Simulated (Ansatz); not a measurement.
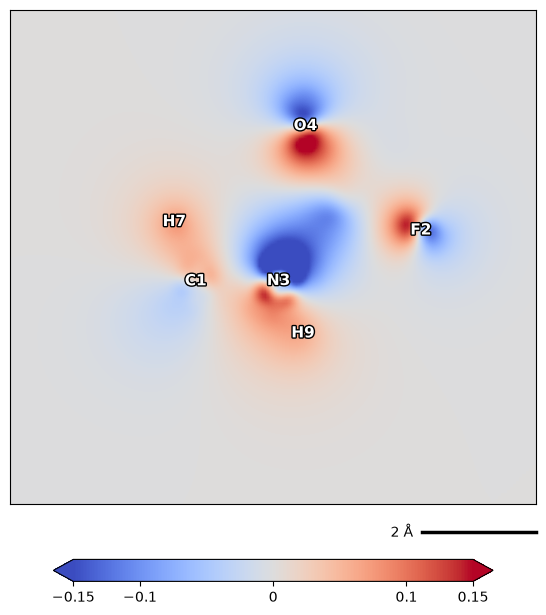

CH₆FNOSi. The HOMO on the plane of atoms N3, C1 and H7 (values in Å⁻³ᐟ²; the overall sign is arbitrary).

Geometry: B3LYP-D3(BJ)/def2-SVP.

Method: isolated molecule in a Gaussian basis; Kohn-Sham density functional theory, functional PBE0 in Ansatz.

Input file:

```
crystal:
  periodic: [false, false, false]
  atoms:
    - {symbol: C, position_ang: [-0.722449, 2.923171, -0.717852]}
    - {symbol: F, position_ang: [-1.677809, 1.429346, 2.908097]}
    - {symbol: "N", position_ang: [-0.823744, 2.189906, 0.531508]}
    - {symbol: O, position_ang: [-2.867589, 3.594109, 1.747724]}
    - {symbol: Si, position_ang: [-2.217645, 2.090159, 1.523087]}
    - {symbol: H, position_ang: [-0.820011, 2.283718, -1.616013]}
    - {symbol: H, position_ang: [-1.521904, 3.679043, -0.765673]}
    - {symbol: H, position_ang: [0.237357, 3.463838, -0.796145]}
    - {symbol: H, position_ang: [-0.075755, 1.522670, 0.694841]}
    - {symbol: H, position_ang: [-3.354272, 1.260857, 1.073578]}
    - {symbol: H, position_ang: [-2.240970, 4.292084, 1.977196]}
basis:
  gaussian: {orbitals: def2-TZVPD}
hamiltonian: {xc: pbe0}
output: {forces: true, orbitals: {seedname: orbitals}}
```

Run with:

```sh
ansatz run input.yaml --threads 2 --pin off --max-ram 4350MiB --events-out events.jsonl --progress --plain --runs-dir runs
```

Describe this orbital and give its energy.

By Hirshfeld shares it lies mainly on N3 (about 55 %), C1 (about 10 %) and H6 (about 5 %). Its energy is −7.26 eV.
